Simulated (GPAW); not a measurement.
# Run report: C2H4NSi (charge −1), property calculation (part 1 of 2)

C2H4NSi, charge −1, computed with RPBE/dzp, scalar-relativistic datasets (GPAW 26.7.0).

The geometry comes from this level: GFN2-xTB.

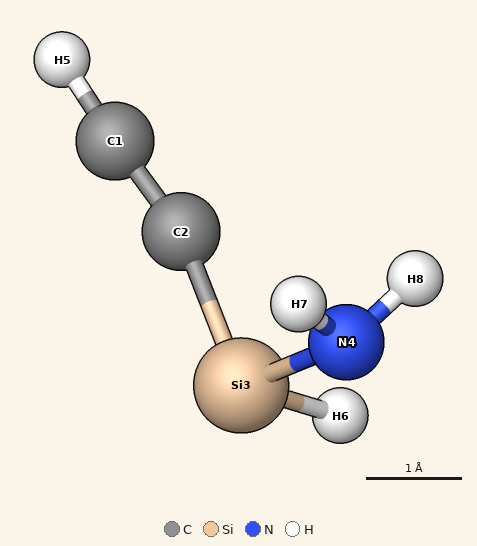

Figure 1. The input geometry (ball-and-stick view, seen at a tilt; atoms are numbered from 1 in the order of the input). Bond lengths as drawn: C–C 1.21 Å, C–H 1.06 Å, C–Si 1.87 Å, H–N 1.01 to 1.02 Å, H–Si 1.52 Å and N–Si 1.79 Å.

The input (run.py)
```python
from ase import Atoms
from gpaw import GPAW

# Geometry
atoms = Atoms(['C', 'C', 'Si', 'N', 'H', 'H', 'H', 'H'],
    positions=[[  0.279050,   1.853940,  -1.189400],
               [  0.177520,   1.083400,  -0.260710],
               [  0.551220,  -0.169920,   1.081360],
               [ -0.100430,  -1.724230,   0.469350],
               [  0.301890,   2.546050,  -1.994630],
               [ -0.569410,   0.172850,   2.046120],
               [  0.434460,  -2.067110,  -0.320570],
               [ -1.074300,  -1.694990,   0.168480]])
atoms.center(vacuum=5.5)

# GPAW settings
calculator = GPAW(mode='lcao',
                  basis='dzp',
                  h=0.2,
                  xc='RPBE',
                  charge=-1,
                  maxiter=100,
                  txt='-')
atoms.calc = calculator

energy = atoms.get_potential_energy()
print(f'Energy: {energy:.5f} eV')
forces = atoms.get_forces()
print('Forces (eV/Ang)')
for symbol, f in zip(atoms.symbols, forces):
    print(f'{symbol:2} {f[0]:9.4f} {f[1]:9.4f} {f[2]:9.4f}')
homo, lumo = calculator.get_homo_lumo()
print(f'HOMO: {homo:.3f} eV')
print(f'LUMO = {lumo:.3f} eV')
print(f'Gap                     {lumo - homo:.3f} eV')
```

Launch command:
```bash
python3 -u run.py | tee run.out
```

Output
```
__  _  _
 | _ |_)|_||  |
 |__||  | ||/\| - 26.7.0

units:  Angstrom and eV
cores:  1
OpenMP: False

Versions:
  Python: 3.12.14
  ASE:    3.29.0
  Numpy:  2.5.5
  Scipy:  1.18.1
  Libxc:  7.0.0

        _gpaw.cpython-312-aarch64-linux-gnu.so

Input parameters:
  mode=LCAO(),
  basis={'default': 'dzp'},
  charge=-1,
  h=0.2,
  maxiter=100,
  xc=XC(name='RPBE')
           .------------------------------.
          /|                              |
         / |                              |
        /  |                              |
       /   |                              |
      /    |                              |
     /     |                              |
    /      |                              |
   /       |                              |
  /        |                              |
 *         |                              |
 |         |                              |
 |         |         H                    |
 |         |           Si                 |
 |         |           CC                 |
 |         |      H  N  H                 |
 |         |          H                   |
 |         |                              |
 |         .------------------------------.
 |        /                              /
 |       /                              /
 |      /                              /
 |     /                              /
 |    /                              /
 |   /                              /
 |  /                              /
 | /                              /
 |/                              /
 *------------------------------*

Atoms  # Å, Bohr magnetons
|   | symbol |        x |         y |        z |    initial magnetic moments |
|---|--------|----------|-----------|----------|-----------------------------|
| 0 |      C | 6.853350 |  9.421050 | 6.305230 | ( 0.0000,  0.0000,  0.0000) |
| 1 |      C | 6.751820 |  8.650510 | 7.233920 | ( 0.0000,  0.0000,  0.0000) |
| 2 |     Si | 7.125520 |  7.397190 | 8.575990 | ( 0.0000,  0.0000,  0.0000) |
| 3 |      N | 6.473870 |  5.842880 | 7.963980 | ( 0.0000,  0.0000,  0.0000) |
| 4 |      H | 6.876190 | 10.113160 | 5.500000 | ( 0.0000,  0.0000,  0.0000) |
| 5 |      H | 6.004890 |  7.739960 | 9.540750 | ( 0.0000,  0.0000,  0.0000) |
| 6 |      H | 7.008760 |  5.500000 | 7.174060 | ( 0.0000,  0.0000,  0.0000) |
| 7 |      H | 5.500000 |  5.872120 | 7.663110 | ( 0.0000,  0.0000,  0.0000) |

Unit cell  # Å
| periodic |         x |         y |         z |   lengths |    angles |
|----------|-----------|-----------|-----------|-----------|-----------|
|       no | 12.625520 |  0.000000 |  0.000000 | 12.625520 | 90.000000 |
|       no |  0.000000 | 15.613160 |  0.000000 | 15.613160 | 90.000000 |
|       no |  0.000000 |  0.000000 | 15.040750 | 15.040750 | 90.000000 |

Number of symmetries: 1
Symmetry operations  # r_c * U_cc + t_c -> r_c
|   | kind |            matrix            |
|---|------|------------------------------|
| 0 |  E   |  1, 0, 0,  0, 1, 0,  0, 0, 1 |

BZ-sampling:
  Number of BZ points: 1
  Number of IBZ points: 1

  Monkhorst-Pack size: [1, 1, 1]
  Monkhorst-Pack shift: [0, 0, 0]

K-points  # in reciprocal-cell coordinates
|   |                                coordinates |     weight |
|---|--------------------------------------------|------------|
| 0 | (  0.00000000,   0.00000000,   0.00000000) | 1.00000000 |

basis functions: 72
Spin-components: 1 (collinear spins)
Bands:           18
Projectors:      32
Spin-degeneracy: 2
Datatype:        <class 'float'>

  Storage: CPU
  Wave functions: 10_368 bytes (10_368 per core)

Parallelization:
  kpt:    1
  domain: 1
  band:   1

Density:
  Valence electrons: 21.0
  Components: 1
  Grid points: [64 80 76]
  Charge: -1.0  # |e|

Potential:
  Grid points: [64 80 76]

species:
  C:
    name:    Carbon
    Z:       6.0
    valence: 4
    core:    2
    charge:  0.0  # [|e|]
    file:    C.RPBE.gz
    compensation charges:
      type: gauss
      rc: 0.20  # [Å]
      lmax: 2
    cutoffs:
      filter: 1.14  # [Å]
      core: 1.14  # [Å]
    projectors
    | kind |    occ | energy [eV] | rcut [Å] |
    |------|--------|-------------|----------|
    |   2s |  2.000 |     -13.815 |    0.635 |
    |   2p |  2.000 |      -5.254 |    0.635 |
    |    s |        |      13.396 |    0.635 |
    |    p |        |      21.957 |    0.635 |
    |    d |        |       0.000 |    0.635 |

    LCAO basis set for C:
      Name: dzp
      File: C.dzp.basis.gz
      Number of radial functions: 5
      Number of spherical harmonics: 13
        l=0, rc=5.5469 Bohr: 2s-sz confined orbital
        l=1, rc=6.6719 Bohr: 2p-sz confined orbital
        l=0, rc=3.0312 Bohr: 2s-dz split-valence wave
        l=1, rc=3.7500 Bohr: 2p-dz split-valence wave
        l=2, rc=6.6719 Bohr: d-type Gaussian polarization
      Number of RI-basis functions 0

  Si:
    name:    Silicon
    Z:       14.0
    valence: 4
    core:    10
    charge:  0.0  # [|e|]
    file:    Si.RPBE.gz
    compensation charges:
      type: gauss
      rc: 0.33  # [Å]
      lmax: 2
    cutoffs:
      filter: 1.86  # [Å]
      core: 2.06  # [Å]
    projectors
    | kind |    occ | energy [eV] | rcut [Å] |
    |------|--------|-------------|----------|
    |   3s |  2.000 |     -10.793 |    1.058 |
    |   3p |  2.000 |      -4.075 |    1.058 |
    |    s |        |      16.418 |    1.058 |
    |    p |        |      23.136 |    1.058 |
    |    d |        |       0.000 |    1.058 |

    LCAO basis set for Si:
      Name: dzp
      File: Si.dzp.basis.gz
      Number of radial functions: 5
      Number of spherical harmonics: 13
        l=0, rc=6.8594 Bohr: 3s-sz confined orbital
        l=1, rc=9.0625 Bohr: 3p-sz confined orbital
        l=0, rc=3.8906 Bohr: 3s-dz split-valence wave
        l=1, rc=5.2344 Bohr: 3p-dz split-valence wave
        l=2, rc=9.0625 Bohr: d-type Gaussian polarization
      Number of RI-basis functions 0

  N:
    name:    Nitrogen
    Z:       7.0
    valence: 5
    core:    2
    charge:  0.0  # [|e|]
    file:    N.RPBE.gz
    compensation charges:
      type: gauss
      rc: 0.18  # [Å]
      lmax: 2
    cutoffs:
      filter: 1.11  # [Å]
      core: 0.96  # [Å]
    projectors
    | kind |    occ | energy [eV] | rcut [Å] |
    |------|--------|-------------|----------|
    |   2s |  2.000 |     -18.658 |    0.603 |
    |   2p |  3.000 |      -7.050 |    0.529 |
    |    s |        |       8.553 |    0.603 |
    |    p |        |      20.161 |    0.529 |
    |    d |        |       0.000 |    0.577 |

    LCAO basis set for N:
      Name: dzp
      File: N.dzp.basis.gz
      Number of radial functions: 5
      Number of spherical harmonics: 13
        l=0, rc=4.8594 Bohr: 2s-sz confined orbital
        l=1, rc=6.0625 Bohr: 2p-sz confined orbital
        l=0, rc=2.6094 Bohr: 2s-dz split-valence wave
        l=1, rc=3.2656 Bohr: 2p-dz split-valence wave
        l=2, rc=6.0625 Bohr: d-type Gaussian polarization
      Number of RI-basis functions 0

  H:
    name:    Hydrogen
    Z:       1.0
    valence: 1
    core:    0
    charge:  0.0  # [|e|]
    file:    H.RPBE.gz
    compensation charges:
      type: gauss
      rc: 0.15  # [Å]
      lmax: 2
    cutoffs:
      filter: 0.85  # [Å]
      core: 0.53  # [Å]
    projectors
    | kind |    occ | energy [eV] | rcut [Å] |
    |------|--------|-------------|----------|
    |   1s |  1.000 |      -6.572 |    0.476 |
    |    s |        |      20.639 |    0.476 |
    |    p |        |       0.000 |    0.476 |

    LCAO basis set for H:
      Name: dzp
      File: H.dzp.basis.gz
      Number of radial functions: 3
      Number of spherical harmonics: 5
        l=0, rc=6.4219 Bohr: 1s-sz confined orbital
        l=0, rc=3.6094 Bohr: 1s-dz split-valence wave
        l=1, rc=6.4219 Bohr: p-type Gaussian polarization
      Number of RI-basis functions 0

Reference energy: -11482.770245  # eV

eigensolver:
  <gpaw.new.lcao.eigensolver.LCAOEigensolver object at 0xfbb611a781a0>
density mixing:
  MSR1-Mixer
  Pratt-step length: 0.05
  Maximum mixing coefficient: 0.75
  Old densities: 10
  SVD Regularization: 0.005
  Good broyden scale: 1.0
  Trust region scale: 1.0
  Backstep threshold: 4.0
  History deletion threshold: 6.0
  Fourier metric: weight=20.0, sigma=0.015

occupation numbers:
  # Zero width

FastPoissonSolver using
    Stencil: 6*3+1=19 point O(h^6) finite-difference Laplacian
    FFT axes: []
    FST axes: [np.int64(0), np.int64(2), np.int64(1)]

xc functional:
  name: RPBE with 2 nearest neighbor stencil
interpolation: tri-quintic # 5. degree polynomial

           .------------------------------.
          /|                              |
         / |                              |
        /  |                              |
       /   |                              |
      /    |                              |
     /     |                              |
    /      |                              |
   /       |                              |
  /        |                              |
 *         |                              |
 |         |                              |
 |         |         H                    |
 |         |           Si                 |
 |         |           CC                 |
 |         |      H  N  H                 |
 |         |          H                   |
 |         |                              |
 |         .------------------------------.
 |        /                              /
 |       /                              /
 |      /                              /
 |     /                              /
 |    /                              /
 |   /                              /
 |  /                              /
 | /                              /
 |/                              /
 *------------------------------*
```
